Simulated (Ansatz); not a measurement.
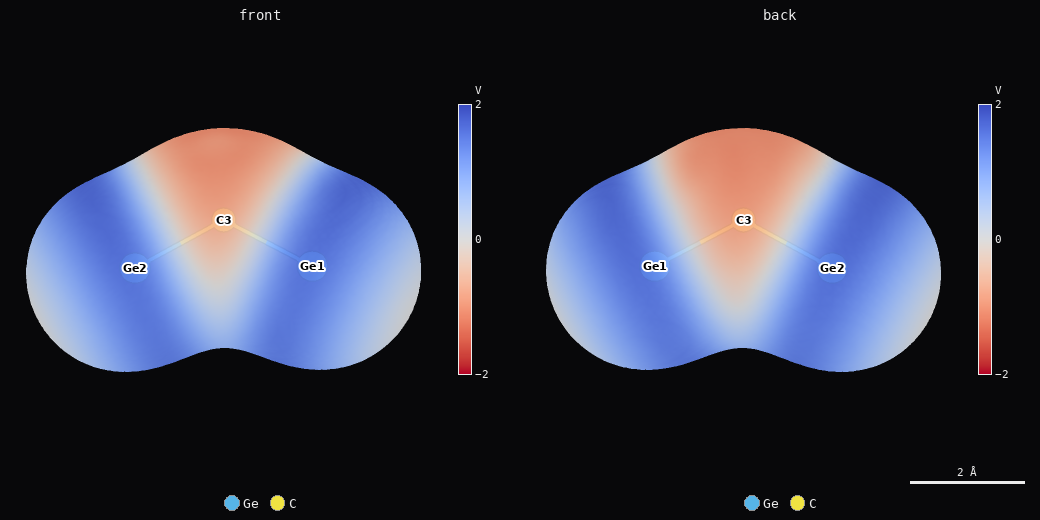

CGe2. The molecular electrostatic potential painted on the density surface at 0.004 e/bohr³, seen from the front and from behind; red is negative and blue positive.

Geometry: r2SCAN-D4/def2-TZVP.

Method: RKS PBE0-D4/def2-TZVP in Ansatz.

```xyz
3

Ge   -0.1970    1.4090    0.7196
Ge   -0.2042   -1.1913   -1.0397
C     0.4012   -0.2177    0.3201
```

### Where is the surface potential most negative and most positive?

The most negative region (about −1.1 V) lies over C3, the most positive (about +1.7 V) over Ge1 and Ge2.
